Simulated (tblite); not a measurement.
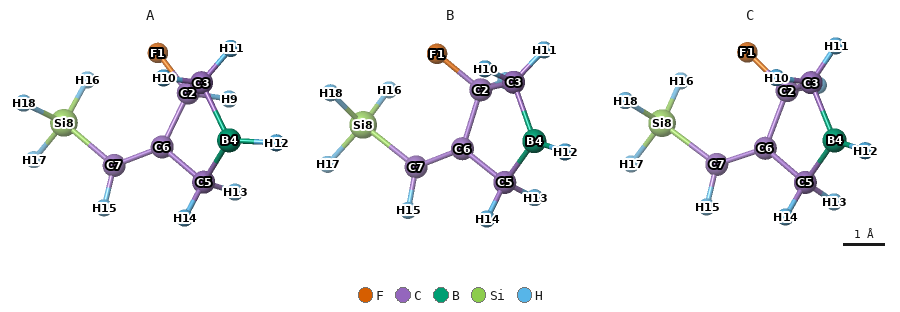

3 geometries from one relaxation of C$_{5}$H$_{10}$BFSi, in shuffled order. The picture is a ball-and-stick view, seen at a tilt.

These are results of GFN2-xTB geometry optimisation, gas phase (tblite 0.8.0), not measurements. 

### Order the frames from highest to lowest energy.

A, C, B. They are steps 0, 24, 92, at +0.854 eV, +0.078 eV relative to the last. After 92 geometry steps the energy has fallen by 0.854 eV. F1 moves most after the best rigid fit: 0.83 Å. Largest moves by element: F 0.83 Å, H 0.77 Å, C 0.30 Å, Si 0.18 Å, B 0.13 Å. Near-neighbour distances that change, for instance: C7–Si8 1.824 → 1.883 Å, C2–C6 1.468 → 1.509 Å, C3–B4 1.609 → 1.572 Å, B4–H12 1.195 → 1.166 Å. Bond angles that change, for instance: H13–C5–H14 115.2° → 105.2°, H10–C3–H11 113.5° → 105.8°, F1–C2–H9 112.9° → 105.4°. Groups turn about C2–C6 by about 30°, C2–C3 by about 25°.
